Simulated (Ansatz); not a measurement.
## Electronic structure of F₂H₅N₂OTa in real space

```json
{"atom": "Ta", "x (Å)": "0.4926", "y (Å)": "-0.0693", "z (Å)": "0.0780"}
{"atom": "O", "x (Å)": "2.3621", "y (Å)": "-0.2079", "z (Å)": "0.1692"}
{"atom": "H", "x (Å)": "3.2828", "y (Å)": "-0.2696", "z (Å)": "0.3856"}
{"atom": "N", "x (Å)": "-0.6013", "y (Å)": "0.0009", "z (Å)": "1.7255"}
{"atom": "H", "x (Å)": "-1.0254", "y (Å)": "-0.8070", "z (Å)": "2.1550"}
{"atom": "H", "x (Å)": "-0.9003", "y (Å)": "0.8566", "z (Å)": "2.1676"}
{"atom": "N", "x (Å)": "-0.3935", "y (Å)": "0.0085", "z (Å)": "-1.6905"}
{"atom": "H", "x (Å)": "-0.7461", "y (Å)": "-0.7983", "z (Å)": "-2.1821"}
{"atom": "H", "x (Å)": "-0.6205", "y (Å)": "0.8650", "z (Å)": "-2.1720"}
{"atom": "F", "x (Å)": "0.4382", "y (Å)": "1.8254", "z (Å)": "0.0898"}
{"atom": "F", "x (Å)": "0.1585", "y (Å)": "-1.9351", "z (Å)": "0.0642"}
```

Core potentials replace the inner electrons of Ta.

The calculation used Ansatz 0.2.0, RKS BHLYP-D4/def2-SVP.

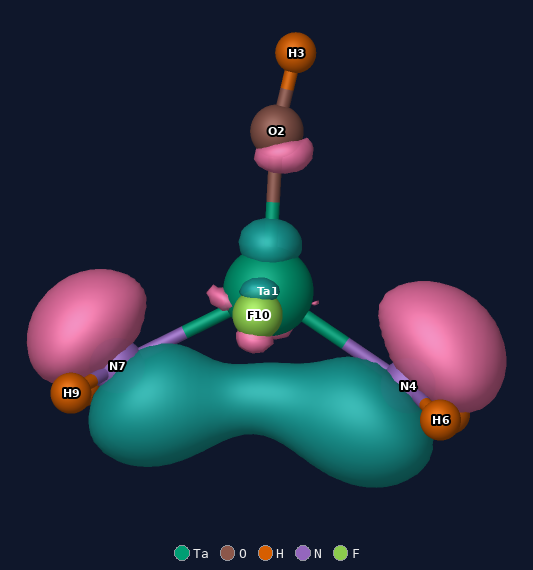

Figure 1. The HOMO−1 at ±0.15 Å⁻³ᐟ² (teal and pink are the two phases), seen across its widest extent.

### Where does this orbital lie, and at what energy?

It lies mainly on N4 (about 35 %), N7 (about 30 %) and Ta1 (about 15 %). Its energy is −9.39 eV.

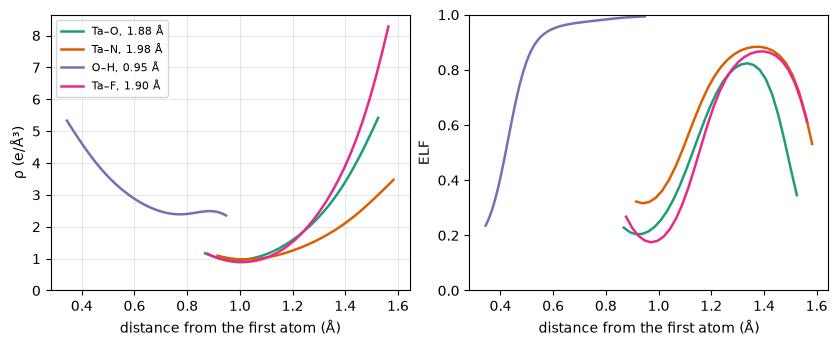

Figure 2. Electron density and ELF along straight lines between neighbouring atoms. The curves leave out the atomic cores.

### What can be read from the curves?

Ta–O (1.88 Å): ρ is about 0.99 e/Å³ halfway; the ELF peaks at about 0.80 in the valence shell of O, 0.5 Å from its nucleus, and drops to about 0.20 between the two atoms.
Ta–N (1.98 Å): ρ is about 0.98 e/Å³ halfway; the ELF peaks at about 0.90 in the valence shell of N, 0.6 Å from its nucleus, and is about 0.35 at the midpoint.
O–H (0.95 Å): ρ at the midpoint is about 3.8 e/Å³; the ELF climbs to about 1 towards the hydrogen, as it does in any bond to H (an ordinary covalent bond to hydrogen).
Ta–F (1.90 Å): ρ at the midpoint is about 0.94 e/Å³; the ELF peaks at about 0.85 in the valence shell of F, 0.5 Å from its nucleus, and drops to about 0.15 between the two atoms.

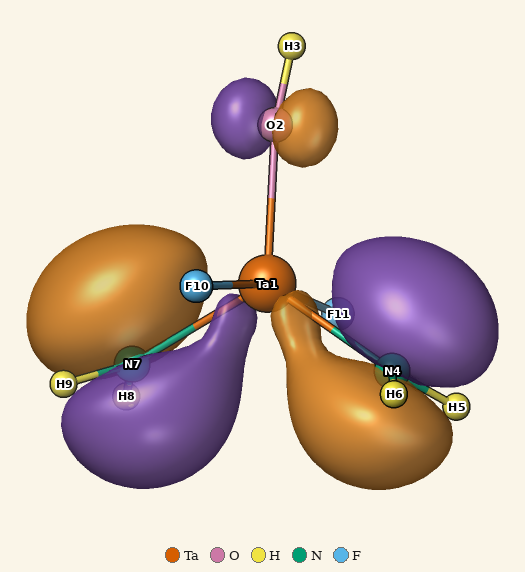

Figure 3. The HOMO at ±0.1 Å⁻³ᐟ² (orange and purple are the two phases), seen at a tilt.

### What is the character of this orbital?

By Hirshfeld shares it lies mainly on N7 (about 40 %), N4 (about 35 %) and Ta1 (about 10 %); largely a combination of lone pairs on N7 and N4. Its energy is −8.75 eV.
